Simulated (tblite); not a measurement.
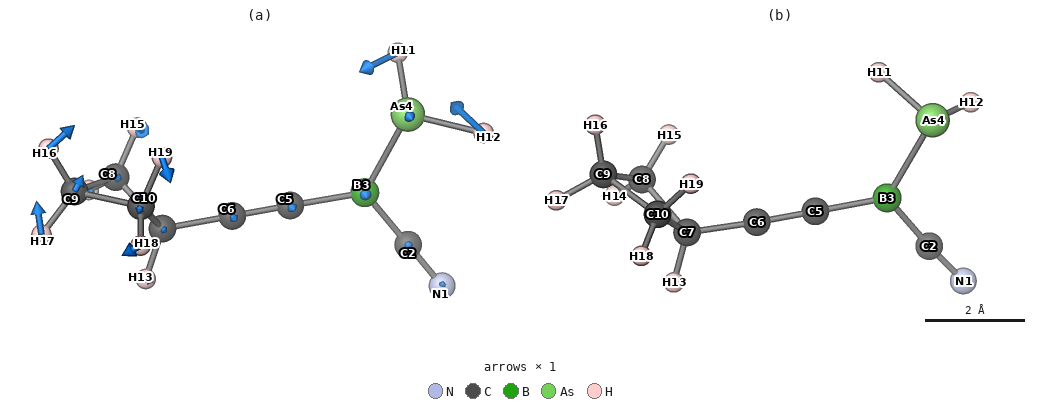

The structure of C₇H₉AsBN before (left) and after (right) a relaxation, at one scale. The blue arrows give the displacements, at their true length.

Style: ball-and-stick. Shown at a tilt.

Theory: tblite, GFN2-xTB geometry optimisation, gas phase. 

Describe what moved and what it gained.

H12 moves most after the best rigid fit: 1.47 Å. By element the largest moves are H 1.47 Å, C 0.39 Å, B 0.27 Å, As 0.24 Å, N 0.11 Å. Near-neighbour distances that change, for instance: As4–H12 1.583 → 1.501 Å, B3–C5 1.556 → 1.488 Å, As4–H11 1.559 → 1.505 Å, C7–C8 1.508 → 1.549 Å. Bond angles that change, for instance: H11–As4–H12 111.0° → 91.0°, B3–As4–H11 107.9° → 93.9°, B3–As4–H12 105.3° → 94.1°. Groups turn about C7–C10 by about 20°. After 112 geometry steps the energy has fallen by 122.1 kJ/mol.
